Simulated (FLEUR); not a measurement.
## NiO: which magnetic order is lowest

Aim: find out whether NiO carries moments, and which collinear order costs least.

Calculated with FLEUR MaX-R8.1; LDA (VWN) with U = 6.9 eV, J = 0.9 eV on Ni d; all-electron FLAPW, Dirac cores, scalar-relativistic bands.

### Step 1. The starting structure

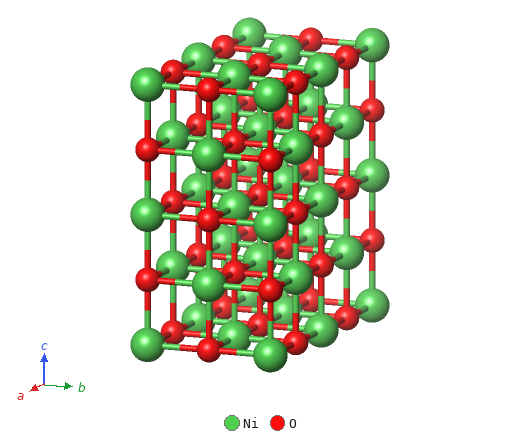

The starting structure, seen slightly off an axis (nickel green, oxygen red). 2×1×2 cells are drawn. This picture shows the conventional cell, with its axes. Some periodic images of atoms are drawn too.

### Step 2. Order 1, typed as ferro +

The parallel start is the test of whether parallel moments hold. A Hubbard U acts on the open shell, since semilocal functionals spread its electrons too much.

inpgen writes inp.xml from crystal.txt; cutoffs, mixing, functional, smearing and local orbitals are then set in the file. The k list default-1 (kpts.xml, not shown) is a Γ-centred 8×8×8 mesh; where the ranks do not divide the number of points, some are split in two of half the weight.

Contents of inp.xml:

```
<?xml version="1.0" encoding="UTF-8" standalone="no"?>
<fleurInput fleurInputVersion="0.39">
   <comment>
      NiO
   </comment>
   <calculationSetup>
      <cutoffs Kmax="4.32" Gmax="13.0" GmaxXC="13.0" numbands="0"/>
      <scfLoop itmax="130" minDistance="0.0001" maxIterBroyd="15" imix="Anderson" alpha="0.05" precondParam="0.0" spinf="2.0" sdNocoIR="T"/>
      <coreElectrons ctail="T" frcor="F" kcrel="1" coretail_lmax="0"/>
      <xcFunctional name="vwn" relativisticCorrections="F"/>
      <magnetism jspins="2"/>
      <soc l_soc="F" theta="0.0" phi="0.0" spav="F"/>
      <expertModes spex="0" secvar="F"/>
      <geometryOptimization l_f="F" forcealpha="1.0" forcemix="BFGS" epsdisp="0.00001" epsforce="0.00001"/>
      <ldaU l_linMix="F" mixParam="0.05" spinf="1.0"/>
   </calculationSetup>
   <cell>
      <bzIntegration valenceElectrons="24.0" mode="hist" fermiSmearingEnergy="0.00183747">
         <kPointListSelection listName="default-1"/>
         <xi:include xmlns:xi="http://www.w3.org/2001/XInclude" href="kpts.xml"> </xi:include>
      </bzIntegration>
      <xi:include xmlns:xi="http://www.w3.org/2001/XInclude" href="sym.xml"> </xi:include>
      <bulkLattice scale="1.0">
         <bravaisMatrix>
            <row-1>    0.0000000000000000     3.9417828250996005     3.9417828250996005</row-1>
            <row-2>    3.9417828250996005     0.0000000000000000     3.9417828250996005</row-2>
            <row-3>    3.9417828250996005     3.9417828250996005     0.0000000000000000</row-3>
         </bravaisMatrix>
      </bulkLattice>
   </cell>
   <atomSpecies>
      <species name="Nickel (Ni2.000" element="Ni" atomicNumber="28">
         <mtSphere radius="2.46" gridPoints="813" logIncrement="0.015"/>
         <atomicCutoffs lmax="10" lnonsphr="8"/>
         <electronConfig flipSpins="F">
            <coreConfig>(1s1/2) (2s1/2) (2p1/2) (2p3/2)</coreConfig>
            <valenceConfig>(3s1/2) (3p1/2) (3p3/2) (4s1/2) (3d3/2) (3d5/2)</valenceConfig>
            <stateOccupation state="(3d3/2)" spinUp="2.0" spinDown="1.2"/>
            <stateOccupation state="(3d5/2)" spinUp="3.0" spinDown="1.8"/>
         </electronConfig>
         <energyParameters s="4" p="4" d="3" f="4"/>
         <ldaU l="2" U="6.9" J="0.9" l_amf="F"/>
         <lo type="SCLO" l="0" n="3" eDeriv="0"/>
         <lo type="SCLO" l="1" n="3" eDeriv="0"/>
      </species>
      <species name="Oxygen (O)" element="O" atomicNumber="8">
         <mtSphere radius="1.39" gridPoints="461" logIncrement="0.023"/>
         <atomicCutoffs lmax="6" lnonsphr="4"/>
         <electronConfig flipSpins="F">
            <coreConfig>(1s1/2)</coreConfig>
            <valenceConfig>(2s1/2) (2p1/2) (2p3/2)</valenceConfig>
            <stateOccupation state="(2p1/2)" spinUp="0.666667" spinDown="0.666667"/>
            <stateOccupation state="(2p3/2)" spinUp="1.333333" spinDown="1.333333"/>
         </electronConfig>
         <energyParameters s="2" p="2" d="3" f="4"/>
      </species>
   </atomSpecies>
   <atomGroups>
      <atomGroup species="Nickel (Ni2.000">
         <relPos label="                   1">.0000000000 .0000000000 .0000000000</relPos>
         <force calculate="T" relaxXYZ="TTT"/>
      </atomGroup>
      <atomGroup species="Oxygen (O)">
         <relPos label="                   2">1.000/2.000 1.000/2.000 1.000/2.000</relPos>
         <force calculate="T" relaxXYZ="TTT"/>
      </atomGroup>
   </atomGroups>
   <output dos="F" band="F" slice="F">
      <bandDOS minEnergy="-.5*Htr" maxEnergy="0.5*Htr" sigma="0.015" storeEVData="T"/>
      <plotting iplot="0" polar="F">
         <plot TwoD="T" vec1="  1.0  0.0  0.0" vec2="  0.0  1.0  0.0" vec3="  0.0  0.0  1.0" zero="  0.0  0.0  0.0" file="plot"/>
      </plotting>
      <moessbauerParams electricFieldGradient="F" isomerShift="T" coreHyperfine="T" valenceHyperfine="T"/>
   </output>
</fleurInput>
```

Contents of crystal.txt:

```
NiO
&input film=F cartesian=F /
0.00000000000  2.08590164140  2.08590164140
2.08590164140  0.00000000000  2.08590164140
2.08590164140  2.08590164140  0.00000000000
1.8897261246
1.0 1.0 1.0

2
28 0.00000000000  0.00000000000  0.00000000000 : 2.000
8 0.50000000000  0.50000000000  0.50000000000

&kpt div1=8 div2=8 div3=8 gamma=T /
```

On the command line:

```bash
$ OMP_NUM_THREADS=1 inpgen -f crystal.txt > inpgen.log  # inp.xml is then edited as shown
$ OMP_NUM_THREADS=1 mpirun -n 4 fleur_MPI > fleur.log
```

The program printed:

```text
Welcome to FLEUR        (www.flapw.de)
      MaX-Release 8.1          (www.max-centre.eu)

 ========== k-point set info ==========
 Selected k-point list: default-1
 k-point list type: mesh
 0 x 0 x 0
 Number of k points: 32

 ------------Calculation Setup---------------------------
 Number of MPI-tasks      :            4
 Number of PE/node        :            4
 Number of OMP-threads    :            1
 k-points in parallel     :            4
 pe's per k-point         :            1
 No of k-point loops      :            8
 Eigenvalue solver        :       lapack
 Number of basis functions:          188
 Approximate size of matrices (H+S) per k-point:         0.001 GB
 --------------------------------------------------------
 no density matrix found ... skipping LDA+U
 [... lines of the core solver left out ...]
 Reset of history
 Iteration:     1   Distance:      29.47572035 me/bohr^3
 [... lines of the core solver left out ...]
 Iteration:     2   Distance:      38.96479815 me/bohr^3
 [... lines of the core solver left out ...]
 Iteration:     3   Distance:      36.24110603 me/bohr^3
 [... lines of the core solver left out ...]
 Iteration:     4   Distance:      20.37294190 me/bohr^3
 [... lines of the core solver left out ...]
 Iteration:     5   Distance:      12.01121767 me/bohr^3
 [... lines of the core solver left out ...]
 Iteration:     6   Distance:       8.89019317 me/bohr^3
 [... lines of the core solver left out ...]
 Iteration:     7   Distance:       1.68661314 me/bohr^3
 [... lines of the core solver left out ...]
 Iteration:     8   Distance:       1.08952953 me/bohr^3
 [... lines of the core solver left out ...]
 Iteration:     9   Distance:       0.22949139 me/bohr^3
 [... lines of the core solver left out ...]
 Iteration:    10   Distance:       0.25039722 me/bohr^3
 [... lines of the core solver left out ...]
 Iteration:    11   Distance:       0.06382615 me/bohr^3
 [... lines of the core solver left out ...]
[... rest left out ...]

--- out.xml (last complete iteration) ---
<iteration numberForCurrentRun="   18" overallNumber="   18">
         <energyParameters units="Htr">
            <atomicEP atomType="1" spin="1" branch="4s" branchLowest="-3.51" branchHighest="1.28" value="0.1763525187"/>
            <atomicEP atomType="1" spin="1" branch="4p" branchLowest="-2.07" branchHighest="1.82" value="0.3258494848"/>
            <atomicEP atomType="1" spin="1" branch="3d" branchLowest="-9.99" branchHighest="0.26" value="0.1934986517"/>
            <atomicEP atomType="1" spin="1" branch="4f" branchLowest="-9.99" branchHighest="3.19" value="0.6519187497"/>
            <loAtomicEP atomType="1" spin="1" branch="3s" branchLowest="-35.42" branchHighest="-3.51" value="-3.5152899409"/>
            <loAtomicEP atomType="1" spin="1" branch="3p" branchLowest="-30.43" branchHighest="-2.07" value="-2.0753384056"/>
            <atomicEP atomType="2" spin="1" branch="2s" branchLowest="-18.16" branchHighest="0.98" value="-0.4386900581"/>
            <atomicEP atomType="2" spin="1" branch="2p" branchLowest="-9.99" branchHighest="1.30" value="-0.0141737672"/>
            <atomicEP atomType="2" spin="1" branch="3d" branchLowest="-9.99" branchHighest="6.22" value="0.2541298894"/>
            <atomicEP atomType="2" spin="1" branch="4f" branchLowest="-9.99" branchHighest="10.79" value="0.4141663010"/>
            <atomicEP atomType="1" spin="2" branch="4s" branchLowest="-3.44" branchHighest="1.31" value="0.1837661336"/>
            <atomicEP atomType="1" spin="2" branch="4p" branchLowest="-1.99" branchHighest="1.86" value="0.3301644627"/>
            <atomicEP atomType="1" spin="2" branch="3d" branchLowest="-9.99" branchHighest="0.33" value="0.2531029154"/>
            <atomicEP atomType="1" spin="2" branch="4f" branchLowest="-9.99" branchHighest="3.23" value="0.6541113876"/>
            <loAtomicEP atomType="1" spin="2" branch="3s" branchLowest="-35.38" branchHighest="-3.44" value="-3.4385884353"/>
            <loAtomicEP atomType="1" spin="2" branch="3p" branchLowest="-30.40" branchHighest="-1.99" value="-2.0009785974"/>
            <atomicEP atomType="2" spin="2" branch="2s" branchLowest="-18.15" branchHighest="1.00" value="-0.4254411449"/>
            <atomicEP atomType="2" spin="2" branch="2p" branchLowest="-9.99" branchHighest="1.32" value="-0.0035642060"/>
            <atomicEP atomType="2" spin="2" branch="3d" branchLowest="-9.99" branchHighest="6.24" value="0.2624095966"/>
            <atomicEP atomType="2" spin="2" branch="4f" branchLowest="-9.99" branchHighest="10.81" value="0.4224381246"/>
         </energyParameters>
         <bandgap value="2.1957344315" units="eV"/>
         <sumValenceSingleParticleEnergies value="-18.0890016374" units="Htr"/>
         <FermiEnergy value="0.2750901837" units="Htr"/>
         <valenceDensity>
            <mtCharges spin="1">
               <mtCharge atomType="1" total="9.5627051" s="1.2057745" p="3.2617019" d="5.0120712" f="0.0580876"/>
               <mtCharge atomType="2" total="2.3097159" s="0.6897440" p="1.6158021" d="0.0036001" f="0.0004743"/>
            </mtCharges>
            <mtCharges spin="2">
               <mtCharge atomType="1" total="7.7890381" s="1.1935969" p="3.2466334" d="3.2719868" f="0.0544916"/>
               <mtCharge atomType="2" total="2.1218450" s="0.6693497" p="1.4501053" d="0.0019877" f="0.0003357"/>
            </mtCharges>
            <spinDependentCharge spin="1" total="13.0000000" interstitial="1.1275791" mtSpheres="11.8724209"/>
            <spinDependentCharge spin="2" total="11.0000000" interstitial="1.0891169" mtSpheres="9.9108831"/>
            <totalCharge value="24.0000000000"/>
         </valenceDensity>
         <allElectronCharges>
            <spinDependentCharge spin="1" total="19.0000040" interstitial="1.1275796" mtSpheres="17.8724243"/>
            <spinDependentCharge spin="2" total="16.9999960" interstitial="1.0891174" mtSpheres="15.9108786"/>
            <totalCharge value="35.9999999992"/>
         </allElectronCharges>
         <magneticMomentsInMTSpheres units="muBohr">
            <globalMagMoment atomType="1" vec="0.00000   0.00000   1.77367"/>
            <localMagMoment atomType="1" vec="0.00000   0.00000   1.77367"/>
            <globalMagMoment atomType="2" vec="0.00000   0.00000   0.18787"/>
            <localMagMoment atomType="2" vec="0.00000   0.00000   0.18787"/>
         </magneticMomentsInMTSpheres>
         <moessbauerParams unitsHFF="kG" unitsIS="e/bohr^3" unitsEFG="Htr/bohr^2">
            <coreHyperfineField atomType="1" hffTotal="-508.01460" isTotal="19327.07661">
               <shell n="1" l="0" hff="-21.99209" isomerShift="17620.68509"/>
               <shell n="2" l="0" hff="-487.95111" isomerShift="1695.37449"/>
               <shell n="2" l="1" hff="1.92860" isomerShift="11.01704"/>
            </coreHyperfineField>
            <coreHyperfineField atomType="2" hffTotal="-28.82576" isTotal="300.56175">
               <shell n="1" l="0" hff="-28.82576" isomerShift="300.56175"/>
            </coreHyperfineField>
            <isomerShift atomType="1" nucleusRadius="0.0000918" averageDensity="19582.31815"/>
            <isomerShift atomType="2" nucleusRadius="0.0000595" averageDensity="315.44412"/>
         </moessbauerParams>
         <totalEnergy value="    -1593.1273250188" units="Htr">
            <sumOfEigenvalues value="     -908.7721095319">
               <coreElectrons value="-890.6831078945"/>
               <valenceElectrons value="-18.0890016374"/>
            </sumOfEigenvalues>
            <densityCoulombPotentialIntegral value="-2432.6140267789"/>
            <densityEffectivePotentialIntegral value="-2524.1899572663"/>
            <chargeDenXCDenIntegral value="-69.2064539292"/>
            <FockExchangeEnergyValence value="0.0000000000"/>
            <FockExchangeEnergyCore value="0.0000000000"/>
            <atomTypeDependentContributions atomType="1">
               <electronNucleiInteractionDifferentMTs value="1824.3590441280"/>
               <MadelungTerm value="-8.5130418833"/>
            </atomTypeDependentContributions>
            <atomTypeDependentContributions atomType="2">
               <electronNucleiInteractionDifferentMTs value="85.7908501183"/>
               <MadelungTerm value="-5.2583758064"/>
            </atomTypeDependentContributions>
            <dftUCorrection value="-0.8896065013"/>
            <tkbTimesEntropy value="0.0000000000"/>
            <freeEnergy value="-1593.1273250188"/>
            <extrapolationTo0K value="-1593.1273250188"/>
         </totalEnergy>
         <ldaUDensityMatrix>
            <densityMatrixFor spin="1" atomType="1" uIndex="1" l="2" U="6.90000000" J="0.90000000">
               (+1.00755,+0.00000) (+0.00000,+0.00000) (+0.00000,+0.00000) (+0.00000,+0.00000) (+0.02568,+0.00000)
               (+0.00000,+0.00000) (+0.98187,+0.00000) (+0.00000,+0.00000) (+0.00000,+0.00000) (+0.00000,+0.00000)
               (+0.00000,+0.00000) (+0.00000,+0.00000) (+1.03323,+0.00000) (+0.00000,+0.00000) (+0.00000,+0.00000)
               (+0.00000,+0.00000) (+0.00000,+0.00000) (+0.00000,+0.00000) (+0.98187,+0.00000) (+0.00000,+0.00000)
               (+0.02568,+0.00000) (+0.00000,+0.00000) (+0.00000,+0.00000) (+0.00000,+0.00000) (+1.00755,+0.00000)
            </densityMatrixFor>
            <densityMatrixFor spin="2" atomType="1" uIndex="1" l="2" U="6.90000000" J="0.90000000">
               (+0.57347,+0.00000) (+0.00000,+0.00000) (+0.00000,+0.00000) (+0.00000,+0.00000) (-0.40465,+0.00000)
               (+0.00000,+0.00000) (+0.97812,+0.00000) (+0.00000,+0.00000) (+0.00000,+0.00000) (+0.00000,+0.00000)
               (+0.00000,+0.00000) (+0.00000,+0.00000) (+0.16882,+0.00000) (+0.00000,+0.00000) (+0.00000,+0.00000)
               (+0.00000,+0.00000) (+0.00000,+0.00000) (+0.00000,+0.00000) (+0.97812,+0.00000) (+0.00000,+0.00000)
               (-0.40465,+0.00000) (+0.00000,+0.00000) (+0.00000,+0.00000) (+0.00000,+0.00000) (+0.57347,+0.00000)
            </densityMatrixFor>
         </ldaUDensityMatrix>
         <ldaUDensityMatrixConvergence>
            <distance spin="1" distance="0.000000"/>
            <distance spin="2" distance="0.000002"/>
         </ldaUDensityMatrixConvergence>
         <densityConvergence units="me/bohr^3">
            <chargeDensity spin="1" distance="0.0000528231"/>
            <chargeDensity spin="2" distance="0.0000236951"/>
            <overallChargeDensity distance="0.0000637939"/>
            <spinDensity distance="0.0000513208"/>
         </densityConvergence>
      </iteration>
```

The job ended after 7.9 s (4 MPI ranks of Arm Neoverse V2, shared host; peak memory 0.19 GiB; 31 s of CPU time).

Spin moment in the muffin-tin sphere by atom:

| atom | spin moment in the muffin-tin sphere (μB) |
| --- | --- |
| Ni1 | 1.77 |
| O2 | 0.19 |

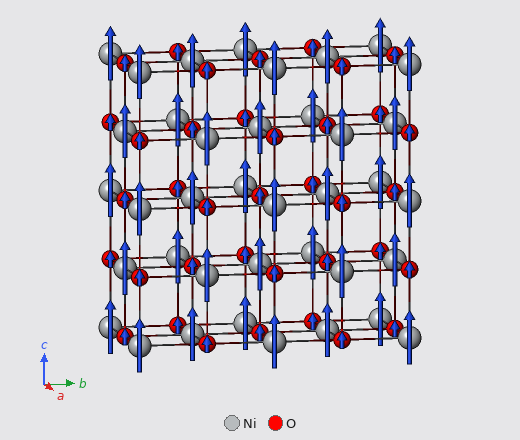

Spin moment in the muffin-tin sphere as arrows, the longest 1.77 μB. Up and down stand for the sign. Arrows give size and sign along the axis of quantisation, drawn up and down the page. Each arrow also spans its atom, so small moments look longer than they are. 1×2×2 conventional cells are drawn. Some periodic images of atoms are drawn too.

Read from the output:

```
free energy                                                       : -43351.2030 eV
program's band gap on this mesh (in a metal only a level spacing) : 2.196 eV
magnetization                                                     : 2 μB
final state                                                       : ferromagnetic
```

After 18 cycles the largest moment stands at 1.77 μB.

(Continued in part 2 of 3.)

[Logs and program files are shortened in this print: banners, set-up blocks, solver, clock and traceback lines can be left out without a mark of their own.]

[Logs are printed without paths, hosts, clocks, repeated set-up lines and the standing remarks that a program may print on its own settings, such as how far it seeks lower states.]

[Hosts, paths, dates, database ids (printed as entryN), source tags and the programs' standing remarks are cut or masked in the printed files.]

[Where a cell is said to come from a database of computed structures, the database is the Materials Project.]
